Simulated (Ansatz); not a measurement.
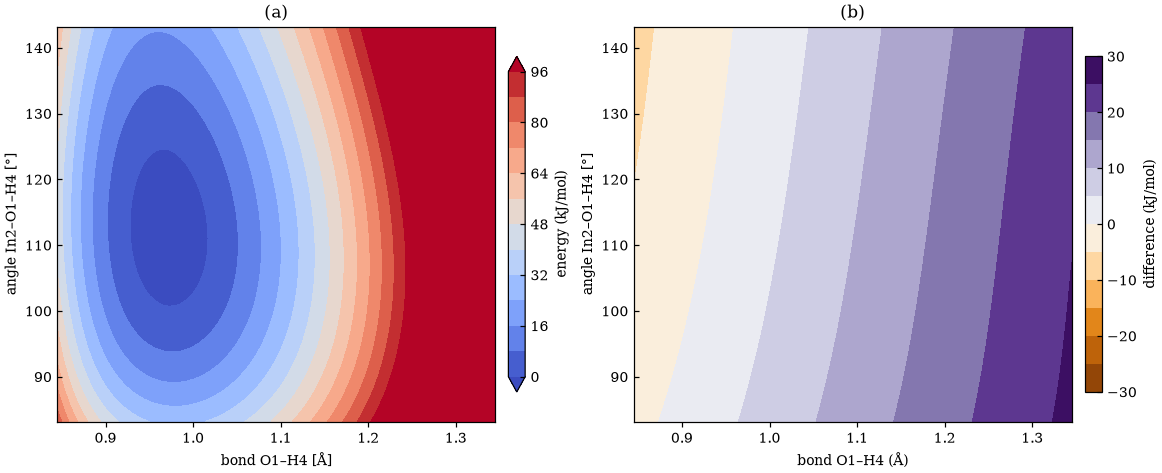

BrH2InO, SMILES [OH][InH][Br]. Two internal coordinates are moved rigidly from the geometry relaxed at PBE0-D4/def2-TZVP, all others fixed. Coordinates scanned: (1) bond O1–H4; (2) angle In2–O1–H4. Grid: 5 × 5 points. Energies: kJ/mol, counted from each map's own lowest point. All numbers below come from RKS PBE-D4/def2-TZVPP (Ansatz 0.2.0).

Panel (a): Ansatz 0.2.0, RKS PBE-D4/def2-TZVPP. Panel (b): the map at Ansatz, RKS PBE0-D4/def2-TZVPP less the map of (a), each from its own lowest point.

### How does the change of method alter the landscape?

The difference runs from −6 kJ/mol at bond O1–H4 = 0.845 Å, angle In2–O1–H4 = 143.2° to 26 kJ/mol at bond O1–H4 = 1.345 Å, angle In2–O1–H4 = 83.2°. The interpolated minimum moves from 0.9711 to 0.9595 Å in bond O1–H4 and 111.85 to 113.30° in angle In2–O1–H4.
